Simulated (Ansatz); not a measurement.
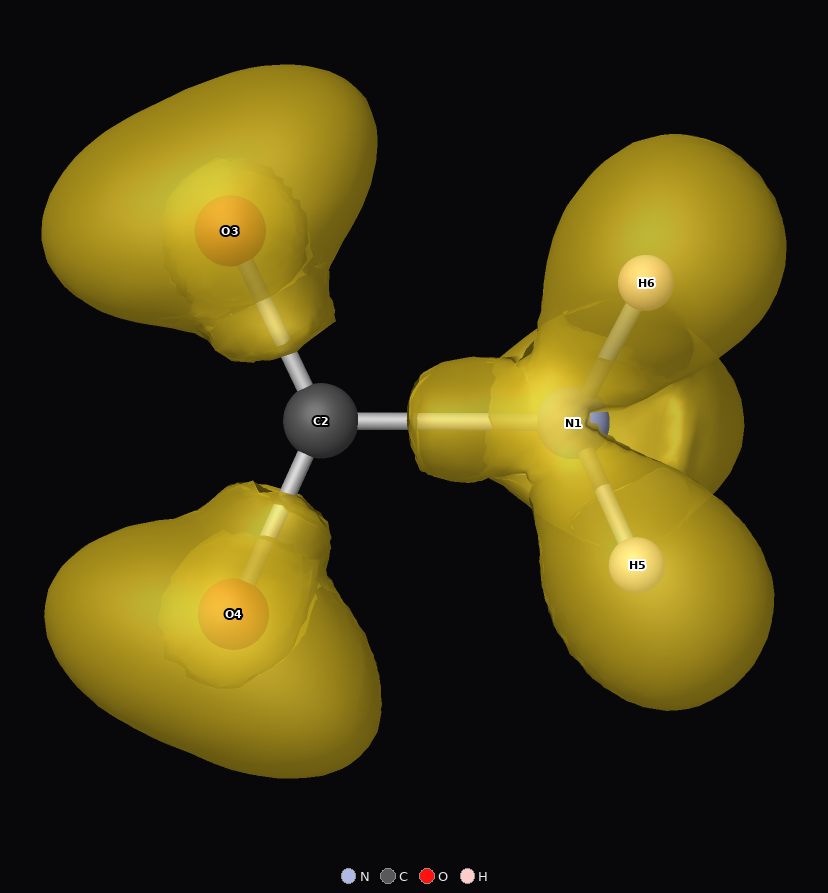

Figure. CH₂NO₂ (SMILES NC(=O)[O-]) (charge −1). Isosurface of the ELF at 0.75 (yellow), seen across its widest extent. Core shells and regions of very low density are left out.

Geometry: a frame of the PBE0-D4/def2-SVPD trajectory; not at a stationary point (largest force 1.6 eV/Å).

Method: Ansatz 0.2.0, RKS PBE0-D4/def2-TZVPPD.

```yaml
atoms:
  - { symbol: N, position_ang: [0.7866, 0.1226, 0.2283] }
  - { symbol: C, position_ang: [-0.5750, 0.0258, -0.4086] }
  - { symbol: O, position_ang: [-1.3624, 0.9754, -0.1677] }
  - { symbol: O, position_ang: [-0.7460, -1.0226, -1.0995] }
  - { symbol: H, position_ang: [1.1960, -0.7990, 0.3793] }
  - { symbol: H, position_ang: [0.8006, 0.6726, 1.1029] }
```

Q: Identify the bonds, lone pairs and shells in this picture.

A: At this value the surface marks out two regions on O in which the atom's valence shell and bonds are merged and one joined region spread over several atoms (H, N), in which their bonds and any lone pairs are merged. Profiles from the grid: C–O (1.26 Å): the ELF peaks at about 0.85 between the atoms: a polar covalent bond. C–N (1.51 Å): the ELF peaks at about 0.90 between the atoms: a shared electron pair.
